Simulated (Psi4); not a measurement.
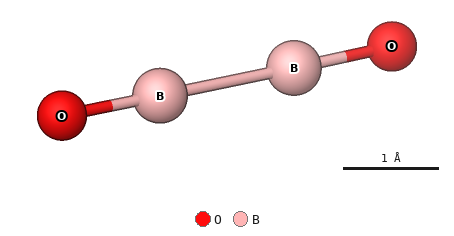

Fig. 1: The starting structure (ball-and-stick view, seen at a tilt).

**B₂O₂: geometry relaxation (part 1 of 4)**

The run: geometry relaxation of B₂O₂ (diboron dioxide). Method and program: B97-3c/def2-mTZVP, RKS (Psi4 1.11).

The geometry comes from this level: GFN2-xTB.

The input (job.dat):
```
memory 1600 mb

molecule mol {
  0 1
  O     -1.38603852     0.85379716     3.40551324
  B     -0.56801388     0.35715824     1.37468127
  B      0.55758259    -0.34576319    -1.38193782
  O      1.39645091    -0.86519221    -3.39825670
  units au
  symmetry c1
}

set reference rks
set geom_maxiter 60

result, w = optimize('b97-3c', return_wfn=True)
print_variables()
```

Run on 1 thread of AMD EPYC (Zen 5), 16 GiB of memory available, shared host.

Launched with:
```bash
psi4 -n 1 job.dat job.out
```

What the program printed:
```
Psi4 1.11 release

gradient() will perform analytic gradient computation.

   => Loading Basis Set <=

    Name: DEF2-MTZVP
    Role: ORBITAL
    Keyword: BASIS

   => B973C: Empirical Dispersion <=

        s6 =       1.000000
        s8 =       1.500000
        a1 =       0.370000
        a2 =       4.100000
        s9 =       1.000000

         ---------------------------------------------------------
                                   SCF
                              RKS Reference
                        1 Threads,   1525 MiB Core
         ---------------------------------------------------------

  ==> Geometry <==

    Molecular point group: c1
    Full point group: C1

    Geometry (in Bohr), charge = 0, multiplicity = 1:

       Center              X                  Y                   Z               Mass
    ------------   -----------------  -----------------  -----------------  -----------------
         O           -1.386995852450     0.854849056090     3.404843378716    15.994914619570
         B           -0.568971212450     0.358210136090     1.374011408716    11.009305360000
         B            0.556625257550    -0.344711293910    -1.382607681284    11.009305360000
         O            1.395493577550    -0.864140313910    -3.398926561284    15.994914619570

  Running in c1 symmetry.

  Rotational constants: A =  14995.13956  B =      0.11867  C =      0.11867 [cm^-1]
  Rotational constants: A = 449542974.78678  B =   3557.63815  C =   3557.61230 [MHz]
  Nuclear repulsion =   67.367912126486274

  Charge       = 0
  Multiplicity = 1
  Electrons    = 26
  Nalpha       = 13
  Nbeta        = 13

  ==> Algorithm <==

  SCF Algorithm Type is DF.
  DIIS enabled.
  MOM disabled.
  Fractional occupation disabled.
  Guess Type is SAD.
  Energy threshold   = 1.00e-08
  Density threshold  = 1.00e-08
  Integral threshold = 1.00e-12

  ==> Primary Basis <==

  Basis Set: DEF2-MTZVP
    Blend: DEF2-MTZVP
    Number of shells: 38
    Number of basis functions: 86
    Number of Cartesian functions: 92
    Spherical Harmonics?: true
    Max angular momentum: 2

  ==> DFT Potential <==

   => LibXC <=

    Version 7.1.2

   => Composite Functional: B973C <=

    Deriv               =              1
    GGA                 =           TRUE
    Meta                =          FALSE

    Exchange Hybrid     =          FALSE
    MP2 Hybrid          =          FALSE

   => Exchange-Correlation Functionals <=

   => LibXC Density Thresholds  <==

    XC_GGA_XC_B97_3C:  1.00E-14

   => Molecular Quadrature <=

    Radial Scheme          =       TREUTLER
    Pruning Scheme         =           NONE
    Nuclear Scheme         =       TREUTLER

    Blocking Scheme        =         OCTREE
    BS radius alpha        =              1
    Pruning alpha          =              1
    Radial Points          =             75
    Spherical Points       =            302
    Total Points           =          87371
    Total Blocks           =            725
    Max Points             =            256
    Max Functions          =             82
    Weights Tolerance      =       1.00E-15

   => Loading Basis Set <=

    Name: (DEF2-MTZVP AUX)
    Role: JKFIT
    Keyword: DF_BASIS_SCF

  ==> Integral Setup <==

  DFHelper Memory: AOs need 0.019 GiB; user supplied 0.939 GiB.
  SCF_SUBTYPE=INCORE selected. In-core MEM_DF algorithm will be used.
  Using in-core AOs.

  ==> MemDFJK: Density-Fitted J/K Matrices <==

    J tasked:                   Yes
    K tasked:                    No
    wK tasked:                   No
    Memory [MiB]:               961
    Algorithm:                 Core
    Schwarz Cutoff:           1E-12
    Mask sparsity (%):       2.6771
    Fitting Condition:        1E-10

   => Auxiliary Basis Set <=

  Basis Set: (DEF2-MTZVP AUX)
    Blend: DEF2-UNIVERSAL-JKFIT
    Number of shells: 100
    Number of basis functions: 304
    Number of Cartesian functions: 364
    Spherical Harmonics?: true
    Max angular momentum: 4

  Cached 100.0% of DFT collocation blocks in 0.179 [GiB].

  Minimum eigenvalue in the overlap matrix is 2.0681124757E-04.
  Reciprocal condition number of the overlap matrix is 3.4456951070E-05.
    Using symmetric orthogonalization.

  ==> Pre-Iterations <==

  SCF Guess: Superposition of Atomic Densities via on-the-fly atomic UHF (no occupation information).

   -------------------------
    Irrep   Nso     Nmo
   -------------------------
     A         86      86
   -------------------------
    Total      86      86
   -------------------------

  ==> Iterations <==

                           Total Energy        Delta E     RMS |[F,P]|

   @DF-RKS iter SAD:  -199.26217840924426   -1.99262e+02   0.00000e+00
   @DF-RKS iter   1:  -199.72929670113999   -4.67118e-01   1.24474e-02 ADIIS/DIIS
   @DF-RKS iter   2:  -196.72843339794230    3.00086e+00   3.11260e-02 ADIIS/DIIS
   @DF-RKS iter   3:  -200.10400515565610   -3.37557e+00   2.94904e-03 ADIIS/DIIS
   @DF-RKS iter   4:  -200.13690201608449   -3.28969e-02   1.28008e-03 ADIIS/DIIS
   @DF-RKS iter   5:  -200.14263684496021   -5.73483e-03   2.36942e-04 ADIIS/DIIS
   @DF-RKS iter   6:  -200.14281812572881   -1.81281e-04   4.55223e-05 DIIS
   @DF-RKS iter   7:  -200.14281808160385    4.41250e-08   4.49769e-05 DIIS
   @DF-RKS iter   8:  -200.14282402152509   -5.93992e-06   1.36112e-06 DIIS
   @DF-RKS iter   9:  -200.14282402752431   -5.99923e-09   2.49265e-07 DIIS
   @DF-RKS iter  10:  -200.14282402769925   -1.74936e-10   6.56956e-08 DIIS
   @DF-RKS iter  11:  -200.14282402771636   -1.71099e-11   2.87033e-09 DIIS
  Energy and wave function converged.

  ==> Post-Iterations <==

   Electrons on quadrature grid:
      Ntotal   =   25.9999988964 ; deviation = -1.104e-06

    Orbital Energies [Eh]
    ---------------------

    Doubly Occupied:

       1A    -18.783904     2A    -18.783890     3A     -6.583456
       4A     -6.582988     5A     -0.947180     6A     -0.946665
       7A     -0.489253     8A     -0.399500     9A     -0.388890
      10A     -0.367898    11A     -0.367898    12A     -0.347531
      13A     -0.347531

    Virtual:

      14A     -0.117424    15A     -0.117421    16A      0.009709
      17A      0.012502    18A      0.086122    19A      0.086135
      20A      0.104078    21A      0.104078    22A      0.127009
      23A      0.148268    24A      0.154258    25A      0.154268
      26A      0.228031    27A      0.311357    28A      0.312491
      29A      0.312491    30A      0.334735    31A      0.334735
      32A      0.391651    33A      0.403106    34A      0.403117
      35A      0.433727    36A      0.462787    37A      0.462853
      38A      0.569565    39A      0.569582    40A      0.590948
      41A      0.656454    42A      0.682755    43A      0.682760
      44A      0.759944    45A      0.811278    46A      0.811367
      47A      0.817158    48A      0.972336    49A      0.980301
      50A      1.050600    51A      1.094508    52A      1.094705
      53A      1.265146    54A      1.392323    55A      1.392324
      56A      1.412653    57A      1.412747    58A      1.526465
      59A      1.526465    60A      1.547215    61A      1.691838
      62A      1.692227    63A      2.027087    64A      2.057085
      65A      2.057086    66A      2.079806    67A      2.079807
      68A      2.339604    69A      2.339670    70A      2.435688
      71A      2.536974    72A      2.537031    73A      2.548918
      74A      2.638797    75A      2.638886    76A      2.989490
      77A      2.989647    78A      3.074252    79A      3.135131
      80A      3.272965    81A      3.880745    82A      4.365266
      83A     13.571109    84A     14.740940    85A     43.341907
      86A     43.541672

    Final Occupation by Irrep:
              A
    DOCC [    13 ]
    NA   [    13 ]
    NB   [    13 ]

  @DF-RKS Final Energy:  -200.14282402771636

   => Energetics <=

    Nuclear Repulsion Energy =             67.3679121264862744
    One-Electron Energy =                -406.4581826995652136
    Two-Electron Energy =                 164.1037661201634705
    DFT Exchange-Correlation Energy =     -25.1368252084791663
    Empirical Dispersion Energy =          -0.0194943663216989
    VV10 Nonlocal Energy =                  0.0000000000000000
    Total Energy =                       -200.1428240277163582

Computation Completed

Properties will be evaluated at   0.000000,   0.000000,   0.000000 [a0]

Properties computed using the SCF density matrix

 Multipole Moments:

 ------------------------------------------------------------------------------------
     Multipole            Electronic (a.u.)      Nuclear  (a.u.)        Total (a.u.)
 ------------------------------------------------------------------------------------

 L = 1.  Multiply by 2.5417464519 to convert [e a0] to [Debye]
 Dipole X            :         -0.0148258            0.0062520           -0.0085737
 Dipole Y            :          0.0162176           -0.0068359            0.0093818
 Dipole Z            :         -0.0103724            0.0043532           -0.0060193
 Magnitude           :                                                    0.0140626

 ------------------------------------------------------------------------------------

	total time  =          2 seconds =       0.03 minutes

         ------------------------------------------------------------
                                   SCF GRAD
         ------------------------------------------------------------

  ==> Geometry <==

    Molecular point group: c1
    Full point group: C1

    Geometry (in Bohr), charge = 0, multiplicity = 1:

       Center              X                  Y                   Z               Mass
    ------------   -----------------  -----------------  -----------------  -----------------
         O           -1.386995852450     0.854849056090     3.404843378716    15.994914619570
         B           -0.568971212450     0.358210136090     1.374011408716    11.009305360000
         B            0.556625257550    -0.344711293910    -1.382607681284    11.009305360000
         O            1.395493577550    -0.864140313910    -3.398926561284    15.994914619570

  Nuclear repulsion =   67.367912126486289

  ==> Basis Set <==

  Basis Set: DEF2-MTZVP
    Blend: DEF2-MTZVP
    Number of shells: 38
    Number of basis functions: 86
    Number of Cartesian functions: 92
    Spherical Harmonics?: true
    Max angular momentum: 2

  ==> DFJKGrad: Density-Fitted SCF Gradients <==

    Gradient:                    1
    J tasked:                  Yes
    K tasked:                   No
    wK tasked:                  No
    Integrals threads:           1
    Memory [MiB]:             1144
    Schwarz Cutoff:          1E-12
    Fitting Condition:       1E-10

   => Auxiliary Basis Set <=

  Basis Set: (DEF2-MTZVP AUX)
    Blend: DEF2-UNIVERSAL-JKFIT
    Number of shells: 100
    Number of basis functions: 304
    Number of Cartesian functions: 364
    Spherical Harmonics?: true
    Max angular momentum: 4

   => Molecular Quadrature <=

    Radial Scheme          =       TREUTLER
    Pruning Scheme         =           NONE
    Nuclear Scheme         =       TREUTLER

    Blocking Scheme        =         OCTREE
    BS radius alpha        =              1
    Pruning alpha          =              1
    Radial Points          =             75
    Spherical Points       =            302
    Total Points           =          87371
    Total Blocks           =            725
    Max Points             =            256
    Max Functions          =             82
    Weights Tolerance      =       1.00E-15

  -Total Gradient:
     Atom            X                  Y                   Z
    ------   -----------------  -----------------  -----------------
       1        0.011489536120    -0.007169751806    -0.028250110979
       2       -0.009641298331     0.006222823490     0.023840811415
       3        0.009794137892    -0.006349090302    -0.024001599710
       4       -0.011643184095     0.007296856647     0.028410670660

	total time  =          1 seconds =       0.02 minutes

    			-----------------------------------------

    			 OPTKING 3.0: for geometry optimizations

    			        with contributions from

    			-----------------------------------------

	                            ===> Fragment 1 <==

	 Z (Atomic Numbers)          Masses                          Geom
	       8.000000            15.994915         -1.38699585  0.85484906  3.40484338
	       5.000000            11.009305         -0.56897121  0.35821014  1.37401141
	       5.000000            11.009305          0.55662526 -0.34471129 -1.38260768
	       8.000000            15.994915          1.39549358 -0.86414031 -3.39892656

	 - Coordinate -           - BOHR/RAD -       - ANG/DEG -
	 R(1,2)           =         2.245015           1.188011
	 R(2,3)           =         3.059414           1.618972
	 R(3,4)           =         2.244782           1.187888
	 L(1,2,3)         =         3.131685         179.432353
	 l(1,2,3)         =         3.141593         180.000000
	 L(2,3,4)         =         3.134959         179.619935
	 l(2,3,4)         =         3.141593         180.000000

	        --- Internal Coordinate Step in ANG or DEG, aJ/ANG or AJ/DEG ---
	-------------------------------------------------------------------------------
	           Coordinate      Previous         Force          Change          New
	           ----------      --------        ------          ------        ------
	               R(1,2)       1.18801        0.25810        0.01490       1.20291
	               R(2,3)       1.61897        0.04013        0.01135       1.63032
	               R(3,4)       1.18789        0.26000        0.01500       1.20289
	             L(1,2,3)     179.43235        0.00005        0.13556     179.56791
	             l(1,2,3)     180.00000       -0.00000       -0.01224     179.98776
	             L(2,3,4)     179.61993        0.00003        0.08151     179.70145
	             l(2,3,4)     180.00000        0.00001        0.01828     180.01828
	-------------------------------------------------------------------------------

	                                 ==> Convergence Check <==

	Measures of convergence in internal coordinates in au.

	Criteria marked as inactive (o), active & met (*), and active & unmet ( ).

	----------------------------------------------------------------------------------------------~
	   Step    Total Energy     Delta E     Max Force     RMS Force      Max Disp      RMS Disp   ~
	----------------------------------------------------------------------------------------------~
	  Convergence Criteria     1.00e-06 *    3.00e-04 *             o    1.20e-03 *             o~
	----------------------------------------------------------------------------------------------~
	     1    -200.14282403   -2.00e+02      3.16e-02      1.69e-02 o    2.83e-02      1.72e-02 o  ~
	----------------------------------------------------------------------------------------------

Next Geometry in Ang
	Fragment 1 (Ang)

	    O  -0.7420740314   0.4578546839   1.8199337039
	    B  -0.3027572551   0.1898145194   0.7326685680
	    B   0.2973415200  -0.1838993310  -0.7363978889
	    O   0.7454533710  -0.4615433145  -1.8176222896

    Structure for next step:
    Molecular point group: c1
    Full point group: C1

    Geometry (in Bohr), charge = 0, multiplicity = 1:

    O           -1.402121749753     0.865005725005     3.439319246339
    B           -0.571933360144     0.358483223359     1.384685913774
    B            0.562088973006    -0.347733603193    -1.391447350007
    O            1.408897644883    -0.872404692348    -3.434665347401

gradient() will perform analytic gradient computation.

  ==> Geometry <==

    Molecular point group: c1
    Full point group: C1

    Geometry (in Bohr), charge = 0, multiplicity = 1:

       Center              X                  Y                   Z               Mass
    ------------   -----------------  -----------------  -----------------  -----------------
         O           -1.402121749753     0.865005725005     3.439319246339    15.994914619570
         B           -0.571933360144     0.358483223359     1.384685913774    11.009305360000
         B            0.562088973006    -0.347733603193    -1.391447350007    11.009305360000
         O            1.408897644883    -0.872404692348    -3.434665347401    15.994914619570

  Running in c1 symmetry.

  Rotational constants: A =  24007.12603  B =      0.11633  C =      0.11633 [cm^-1]
  Rotational constants: A = 719715532.09450  B =   3487.57701  C =   3487.56120 [MHz]
  Nuclear repulsion =   66.641464691875655

  Charge       = 0
  Multiplicity = 1
  Electrons    = 26
  Nalpha       = 13
  Nbeta        = 13

  ==> Algorithm <==
```
